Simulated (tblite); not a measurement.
# Frequency calculation, with input and output: C$_{4}$H$_{10}$NOSi$_{2}$

- system: C$_{4}$H$_{10}$NOSi$_{2}$, multiplicity 2
- method: GFN2-xTB harmonic vibrations, gas phase (tblite 0.8.0)

It belongs to a series of runs on one base structure; here: H added to sp C.

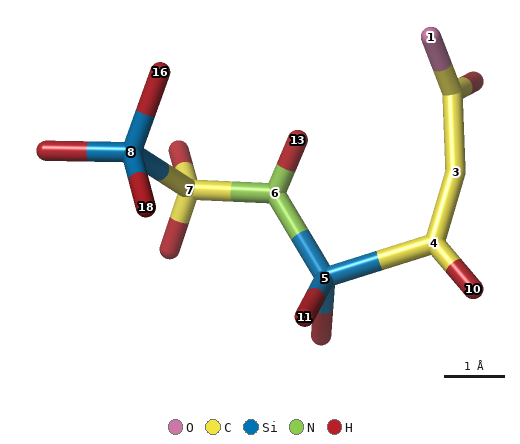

Figure 1. The structure (stick view, seen at a tilt; atoms are numbered from 1 in the order of the input).

## Results in brief

| quantity | value |
| --- | --- |
| outcome | converged |
| total energy | −653.1411 eV |
| zero-point energy | 75.6470 kcal/mol |
| hardware | 1 CPU thread, shared host |
| wall time | 0.62 s |
| peak memory | 0.24 GiB |

## Input
```
{"job": {"kind": "ir", "xc": "GFN2-xTB", "basis": "xTB"}, "charge": 0, "multiplicity": 2}
O      2.779758    -0.529524     1.931642
C      3.029245    -0.349005     0.737417
C      2.513111    -1.086983    -0.312391
C      1.717548    -1.529220    -1.203537
Si    -0.017439    -0.733288    -1.473467
N     -0.154497     0.424927    -0.235399
C     -1.323164     1.257390    -0.010786
Si    -2.484020     0.561341     1.341121
H      3.743229     0.439193     0.422817
H      1.913765    -2.364570    -1.853735
H     -0.959221    -1.865994    -1.484652
H     -0.032869    -0.049497    -2.770919
H      0.386593     0.298125     0.608117
H     -0.984899     2.262949     0.263059
H     -1.849421     1.352371    -0.961608
H     -1.727510     0.469475     2.588842
H     -3.619731     1.472312     1.483574
H     -2.939238    -0.763645     0.918250
```

The first line tells a small driver script what to run in tblite; the rest is the geometry in Å.

Command:
```bash
OMP_NUM_THREADS=1 python <driver script> task.json out
```

## The program's output
```
mode    cm-1     km/mol
  1      28.6      1.95
  2      33.6      5.14
  3      56.4      1.58
  4      68.4      0.55
  5      99.8      2.14
  6     126.6      3.88
  7     170.7      7.01
  8     200.6      2.34
  9     244.8      0.54
 10     285.0      4.67
 11     365.8      5.97
 12     460.5     85.70
 13     480.8     67.23
 14     506.9     26.74
 15     540.2     54.80
 16     578.4      0.43
 17     589.3     21.36
 18     638.5      6.08
 19     709.0    131.87
 20     714.4    126.93
 21     723.4    195.90
 22     760.7     74.59
 23     779.8    313.50
 24     780.8    300.79
 25     788.1     62.08
 26     810.7    280.98
 27     837.8      2.95
 28     872.5     33.97
 29     995.4      5.31
 30    1085.0    120.00
 31    1147.5     44.52
 32    1158.4     60.58
 33    1263.2     16.49
 34    1342.9     13.86
 35    1372.7     97.68
 36    1475.8      2.32
 37    1557.2    330.95
 38    1943.0     33.12
 39    2163.5    312.83
 40    2232.0    195.17
 41    2271.7    286.07
 42    2275.4    305.96
 43    2285.6    255.93
 44    2729.8    137.07
 45    2908.6     48.51
 46    2977.5     41.13
 47    3051.1     11.25
 48    3428.1      1.90
```

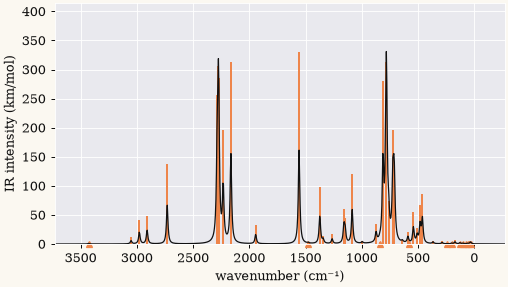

Figure 2. Harmonic infrared spectrum, unscaled: sticks (degenerate modes added up, dark ones marked on the axis) with a Lorentzian envelope of 16 cm⁻¹ full width, scaled to the tallest stick. 48 modes from 29 to 3428 cm⁻¹, none imaginary. The strongest line is at 1557 cm⁻¹ (331 km/mol).
